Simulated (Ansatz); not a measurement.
# Si3B4: further runs on a relaxed guess

Aim: for this structure of Si3B4, compute bands, density of states and charges.

Computed with Ansatz 0.2.0 (DFT PBE, scalar-relativistic, plane waves, PAW, unless a step's input says otherwise).

1 further run of the same task is left out (set aside as unsound or not needed).

**1. The system as given**

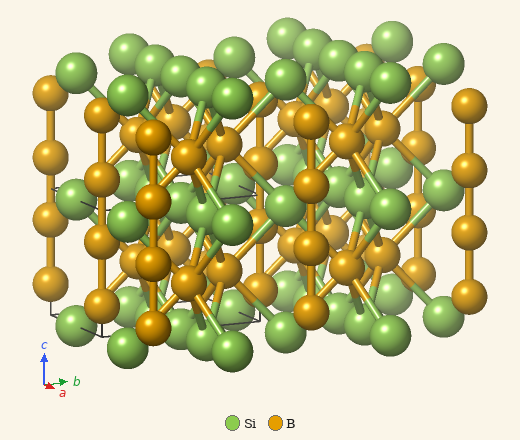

Start, viewed slightly off an axis; silicon green, boron amber. 2×2×2 cells are drawn. Atoms on the faces are drawn again on the opposite ones.

Structure file:

```
Si B
1.0
     5.29947    0.00000    0.00000
    -2.64973    4.58948    0.00000
     0.00000    0.00000    3.08758
Si B
3 4
Direct
  0.00000 0.50000 0.00000
  0.50000 0.00000 0.00000
  0.50000 0.50000 0.00000
  0.00000 0.00000 0.24609
  0.00000 0.00000 0.75391
  0.33333 0.66667 0.50000
  0.66667 0.33333 0.50000
```

The cell was relaxed beforehand at this level, from a database cell with other species swapped in; it needn't be the stable form of this composition. At a tolerance of 0.05 Å it has space group P6/mmm (No. 191); it has 10.73 Å³/atom, an uncorrected energy of +0.76 eV/atom over the elements.

**2. Static run: bands, density of states and charges**

The input, input.yaml:

```yaml
crystal:
  lattice:
    - [5.2994695567, 0.0, 0.0]
    - [-2.6497347783, 4.5894752627, 0.0]
    - [0.0, 0.0, 3.0875782727]
  atoms:
    - { symbol: Si, position: [0.0, 0.5, 0.0] }
    - { symbol: Si, position: [0.5, 0.0, 0.0] }
    - { symbol: Si, position: [0.5, 0.5, 0.0] }
    - { symbol: B, position: [0.0, 0.0, 0.2460946263] }
    - { symbol: B, position: [0.0, 0.0, 0.7539053737] }
    - { symbol: B, position: [0.3333333333, 0.6666666667, 0.5] }
    - { symbol: B, position: [0.6666666667, 0.3333333333, 0.5] }
basis:
  ecutwfc: 420
kpoints:
  mp_grid: { grid: [9, 9, 12] }
  band_path:
    path:
      - [[0.0, 0.0, 0.0], [0.5, 0.0, 0.0], [0.33333333, 0.33333333, 0.0], [0.0, 0.0, 0.0], [0.0, 0.0, 0.5], [0.5, 0.0, 0.5], [0.33333333, 0.33333333, 0.5], [0.0, 0.0, 0.5]]
      - [[0.5, 0.0, 0.5], [0.5, 0.0, 0.0]]
      - [[0.33333333, 0.33333333, 0.5], [0.33333333, 0.33333333, 0.0]]
    npoints: 14
hamiltonian:
  xc: pbe
scf:
  occupations: { method: gaussian, width: 0.1 }
  n_extra_bands: 17
output:
  forces: true
  stress: true
  eigenvalues: true
  populations: true
  dos: { projected: true, de: 0.02, nscf_kmesh: { grid: [14, 14, 18] } }
  bader: true
  write_density: true
  write_potential: true
  elf: true
  volumetric_format: npy
```

Command:

```console
$ ansatz run input.yaml --threads 1 --pin off --max-ram 2048MiB --backend cpu --events-out ev --progress --plain --runs-dir out
```

What it wrote:

```text
Warning: RAYON_NUM_THREADS=1 ignored (pool sized by the plan → 1); use --threads N
scf.n_extra_bands = 17 over 12 filled bands (N_el = 24.0): the run solves 29 bands
Engine: ansatz 0.2.0, x86_64-unknown-linux-gnu
Pseudopotentials: kind: paw
Pseudopotential: Si, paw, valence charge 4, recommended cutoff 420 eV (normal), Si.paw.azcp
Pseudopotential: B, paw, valence charge 3, recommended cutoff 420 eV (normal), B.paw.azcp
Functional definition: PBE
  parameter kappa = 0.804
  parameter beta = 0.06672455060314922
  exchange = pbe_x(kappa = kappa, mu = beta*pi^2/3)
  correlation = pbe_c(beta = beta)
Crystal: 7 atoms, lattice volume = 75.095 Å³
Basis set: ecut = 420 eV, 1457 PW (Γ), exchange–correlation on 72×72×48 points (8 copies of the dense FFT grid, shifted against one another)
Bands: 29, of which v1, the nominal top of the filled ones, is band 12 counted from 1 (11 counted from 0)
Symmetry: 24 space group operations
Space group: P6/mmm (ITA 191), of the structure as read, at distance tolerance 4.2e-5 Å
k-points: 84 of 972
Non-local potential: Si, projectors of the file, l = 0: 2, l = 1: 2, l = 2: 2
Non-local potential: B, projectors of the file, l = 0: 2, l = 1: 2, l = 2: 1
PAW form: soft (Blöchl's): semilocal exchange-correlation on the pseudo side does not see the compensation charge
PAW one-centre angular grid: Si, 110 points (default); XC on 64 Gauss nodes
PAW one-centre angular grid: B, 110 points (default); XC on 64 Gauss nodes
Initial density: superposition of atomic densities (neutral atoms: chi_scale 0, normalization atom), corrected by the library's trained network
Initial wavefunctions: pseudopotential atomic-orbital guess
Functional: x = pbe(κ = 0.804, μ = 0.2195149727645171), c = pbe(β = 0.06672455060314922)
SCF iter   1: F=—  HF=-2525.798201 eV  |F-HF|=—  |Δ(HF+E_count)|=         —  Δρ=3.09e-3  dr2=5.96e-3  ethr=1.77e-3  ⟨swp⟩=5.2  Hψ=12597  notcnv=0  defer=292
preconditioner: auto → none  [metal: Δε(μ)=0.041 eV  Ē_g=12.668 eV  σ=0.100 eV  W_gap=0.22  n_scr=8 (ndim 8)  ℏωp=21.0 eV  f_vac=0.000  D(μ)=2.15/eV (n_scr^D=8)  sad-step TF]
SCF iter   2: F=—  HF=-2525.798869 eV  |F-HF|=—  |Δ(HF+E_count)|=   6.69e-4  Δρ=1.84e-3  dr2=2.72e-3  ethr=2.48e-5  ⟨swp⟩=1.6  Hψ=3435  notcnv=0  defer=363
SCF iter   3: F=—  HF=-2525.798740 eV  |F-HF|=—  |Δ(HF+E_count)|=   1.29e-4  Δρ=3.64e-4  dr2=1.80e-4  ethr=1.13e-5  ⟨swp⟩=2.2  Hψ=2500  notcnv=0  defer=363
SCF iter   4: F=—  HF=-2525.798694 eV  |F-HF|=—  |Δ(HF+E_count)|=   4.65e-5  Δρ=1.11e-4  dr2=1.34e-5  ethr=7.48e-7  ⟨swp⟩=2.3  Hψ=2559  notcnv=0  defer=363
SCF iter   5: F=—  HF=-2525.798701 eV  |F-HF|=—  |Δ(HF+E_count)|=   6.63e-6  Δρ=1.78e-5  dr2=2.82e-7  ethr=5.57e-8  ⟨swp⟩=2.2  Hψ=2394  notcnv=0  defer=363
SCF iter   6: F=-2525.798701 eV  HF=-2525.798701 eV  |F-HF|=1.09e-9  |Δ(HF+E_count)|=   6.60e-9  Δρ=1.81e-6  dr2=2.41e-9  ethr=4.17e-10  ⟨swp⟩=13.0  Hψ=17066  notcnv=0
SCF 1 converged in 6 iterations: F = -2525.798701 eV  dr2 = 2.41e-9
NSCF: frozen V_eff on 129 k-points
NSCF: frozen V_eff on 240 k-points
SCF converged after 6 iterations
Free energy (F): -2525.798701 eV
Harris-Foulkes:  -2525.798701 eV  (|F-HF|=1.09e-9)
Internal energy: -2525.788101 eV  (E = F + TS)
E sigma→0 (E₀):  -2525.793401 eV
Entropy (-TS):   -0.010600 eV (-1.514 meV/atom)
Fermi energy:    9.510046 eV
--- Per-component energies (eV) ---
  E_band       = 90.125522
  E_kinetic    = 312.835515
  E_local      = -91.509065  (includes V_loc(G=0)·N_el)
  E_nonlocal   = 124.926073
  E_hartree    = 27.184208
  E_xc         = -294.539181
  E_vxc        = -293.512726  (∫ρ·V_xc dr)
  E_paw        = -1851.361484  (= ΣΔE_a)
  E_vpaw       = -16.982852  (= ΣTr[D̂ρ^β])
  E_aug_tail   = 0.000008  (compensation charges beyond the density's cutoff)
  E_ewald      = -753.324174
  E_smearing   = -0.010600  (= −TS)
  E_closure    = -0.000000  (closes the sum)
  Σ components = -2525.798701   (vs F -2525.798701, Δ=0.00e0)
--- Forces (eV/Å), atoms counted from 1 ---
  atom   1  Si     0.00000000     0.00000000     0.00000000
  atom   2  Si    -0.00000000    -0.00000000     0.00000000
  atom   3  Si    -0.00000000     0.00000000     0.00000000
  atom   4  B      0.00000000    -0.00000000     0.00008342
  atom   5  B      0.00000000     0.00000000    -0.00008342
  atom   6  B     -0.00000000     0.00000000     0.00000000
  atom   7  B      0.00000000    -0.00000000    -0.00000000
  max |Σ_I F_I| component: 9.25e-18 eV/Å
--- Stress (GPa, compression-positive) ---
       -0.011684      -0.000000      -0.000000
       -0.000000      -0.011684      -0.000000
       -0.000000      -0.000000       0.010536
  P = ⅓ Tr σ = -0.0043 GPa (-0.043 kbar)
--- Band table (eV; the first three rows and the last of 84) ---
  k-point 0: bands = ["-5.0105", "-0.1028", "0.5414", "1.4547", "1.4547", "2.9256", "2.9256", "5.5783", "7.1694", "9.9108", "10.2529", "10.2529", "12.1240", "14.7353", "14.7353", "15.0371", "15.6311", "15.6311", "15.7499", "15.8641", "15.8641", "16.0783", "16.5969", "16.8716", "16.8716", "17.6435", "17.6435", "20.3149", "20.3149"]
  k-point 1: bands = ["-4.9172", "-0.0234", "0.6083", "1.5583", "1.5583", "3.0249", "3.0249", "5.1515", "6.7476", "9.3824", "10.3399", "10.3399", "12.9018", "13.1967", "13.1967", "14.8932", "14.8932", "15.0873", "15.8215", "16.7218", "16.8330", "17.0101", "17.0101", "17.0733", "17.0733", "17.8547", "17.8547", "20.6690", "20.6690"]
  k-point 2: bands = ["-4.6387", "0.2129", "0.8072", "1.8687", "1.8687", "3.3210", "3.3210", "4.0064", "6.0235", "8.2168", "10.5848", "10.5848", "11.3301", "11.3301", "13.2214", "13.2214", "14.2649", "15.6096", "16.0302", "17.2835", "17.2835", "17.4336", "17.8223", "17.8223", "18.2062", "18.9979", "18.9979", "20.0218", "20.0218"]
  k-point 83: bands = ["-0.5850", "-0.5850", "0.3849", "1.0541", "1.0541", "1.5974", "5.4785", "6.2179", "6.6239", "6.6239", "7.9630", "7.9630", "11.2127", "11.9705", "11.9705", "12.5496", "12.5658", "12.5658", "12.9006", "13.4782", "13.4782", "15.4583", "17.3593", "17.3593", "21.4010", "21.4010", "22.8453", "23.7684", "24.2262"]
--- Löwdin populations: 7 sites ---
  site symbol       q [e]
     0     Si      3.2363
     1     Si      3.2363
     2     Si      3.2363
     3      B      3.2446
     4      B      3.2446
     5      B      3.7523
     6      B      3.7523
  spilling = 0.012382 (of n_electrons = 24.000000)
--- Bader charges: 7 sites ---
  site symbol  charge [e]  shift [e]
     0     Si      0.9846     0.0036
     1     Si      0.9846     0.0036
     2     Si      0.9846     0.0036
     3      B     -0.2007     0.0000
     4      B     -0.2007     0.0000
     5      B     -1.2763     0.0055
     6      B     -1.2763     0.0055
  estimated error of the sums over rays = 4.2e-4 e
```

Run time: 69 s. Hardware: 1 thread of Intel Xeon 6975P-C (Granite Rapids), shared host; peak memory 0.58 GiB.

Per atom:

```tsv
atom	Löwdin electrons	Bader charge (e)	Bader volume (Å³)
Si1	3.24	+0.98	10.7
Si2	3.24	+0.98	10.7
Si3	3.24	+0.98	10.7
B4	3.24	-0.20	9.7
B5	3.24	-0.20	9.7
B6	3.75	-1.28	11.9
B7	3.75	-1.28	11.9
```

The Löwdin counts miss 0.30 of the 24 electrons, which the atomic orbitals do not span, so they are no charges.

bands.tsv at the labelled points (eV, zero at the Fermi level; the bands nearest the Fermi level):

```
point  band 9  band 10  band 11  band 12  band 13  band 14  band 15  band 16
    Γ   -2.34     0.40     0.74     0.74     2.61     5.22     5.22     5.53
    M   -2.48    -1.65    -1.51    -0.84     1.15     3.16     4.08     4.21
    K   -1.27    -1.20    -1.20    -1.05     1.20     2.15     2.15     3.64
    Γ   -2.34     0.40     0.74     0.74     2.61     5.22     5.22     5.53
    A   -4.13    -4.13    -3.81    -3.81    -1.80    -1.80     3.56     3.56
    L   -1.69    -1.56    -1.09    -0.07     0.66     0.86     1.02     1.43
    H   -2.89    -2.89    -1.55    -1.55     1.70     2.46     2.46     3.04
    A   -4.13    -4.13    -3.81    -3.81    -1.80    -1.80     3.56     3.56
    L   -1.69    -1.56    -1.09    -0.07     0.66     0.86     1.02     1.43
    M   -2.48    -1.65    -1.51    -0.84     1.15     3.16     4.08     4.21
    H   -2.89    -2.89    -1.55    -1.55     1.70     2.46     2.46     3.04
    K   -1.27    -1.20    -1.20    -1.05     1.20     2.15     2.15     3.64
```

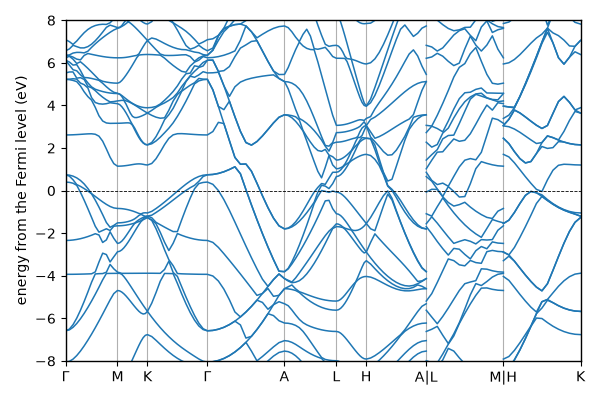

Bands along the path. Deeper bands lie below the window drawn.

Counts of states by energy window (eV from the Fermi level), total and by projection:

| from | to | total | Si 3s | Si 3p | B 2s | B 2p |
| --- | --- | --- | --- | --- | --- | --- |
| -8 | -7 | 1.57 | 0.28 | 0.36 | 0.30 | 0.62 |
| -7 | -6 | 1.85 | 0.23 | 0.48 | 0.33 | 0.80 |
| -6 | -5 | 2.06 | 0.23 | 0.57 | 0.29 | 0.97 |
| -5 | -4 | 2.51 | 0.22 | 0.66 | 0.29 | 1.32 |
| -4 | -3 | 2.15 | 0.20 | 0.64 | 0.23 | 1.06 |
| -3 | -2 | 2.24 | 0.25 | 0.64 | 0.22 | 1.09 |
| -2 | -1 | 2.40 | 0.26 | 0.62 | 0.15 | 1.31 |
| -1 | 0 | 2.32 | 0.24 | 0.48 | 0.10 | 1.43 |
| 0 | 1 | 1.77 | 0.23 | 0.38 | 0.05 | 1.05 |
| 1 | 2 | 1.90 | 0.24 | 0.62 | 0.10 | 0.84 |
| 2 | 3 | 2.52 | 0.30 | 0.84 | 0.13 | 1.04 |
| 3 | 4 | 2.73 | 0.36 | 1.02 | 0.17 | 0.90 |
| 4 | 5 | 2.70 | 0.36 | 1.03 | 0.17 | 0.85 |
| 5 | 6 | 2.12 | 0.17 | 0.76 | 0.22 | 0.62 |

A further 7 or so states lie below the table's range.

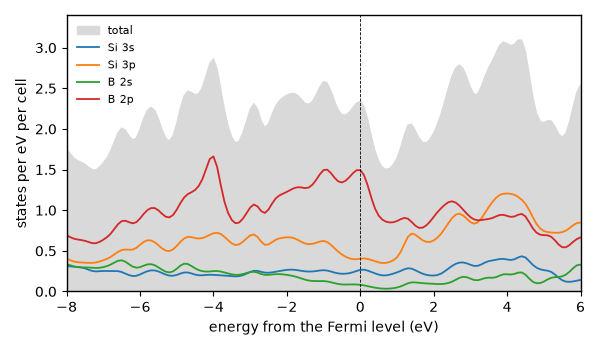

Total and projected density of states, smoothed over about 0.40 eV.

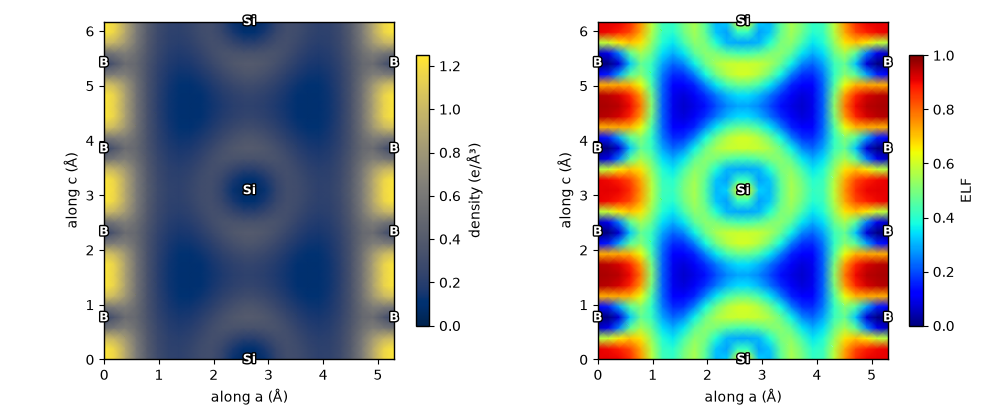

Density (left) and ELF (right) in a lattice plane of the grid's cell (edges 5.30 and 3.09 Å, at 0.000 of the third edge), which holds Si and B. Only atoms in the plane are labelled. Both are smooth fields of the valence electrons: close to the nuclei they are not physical.

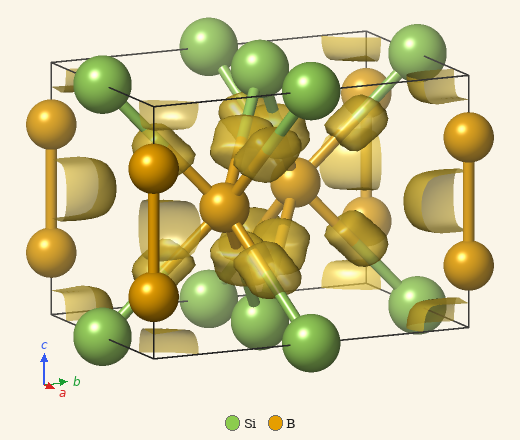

Surface of ELF = 0.77, drawn in one cell.

Outside the cores ELF peaks at 0.96 on the B–B line, 0.8 Å from B; 0.83 on the Si–B line, 1.0 Å from Si; 0.56 in the shell around Si, 0.9 Å from Si.

**3. Outcome**

```
                 quantity                         value
                      gap                  none (metal)
states at the Fermi level          2.50 per eV per cell
            Bader charges  Si +0.98, B -1.28 to -0.20 e
```

**Reading.** It comes out metallic. Of the projected weight within 0.25 eV of the Fermi level, the largest part is B 2p (67 %) and Si 3p (18 %). Bader charges reach 1.3 e, so charge transfer in this metal is strong.
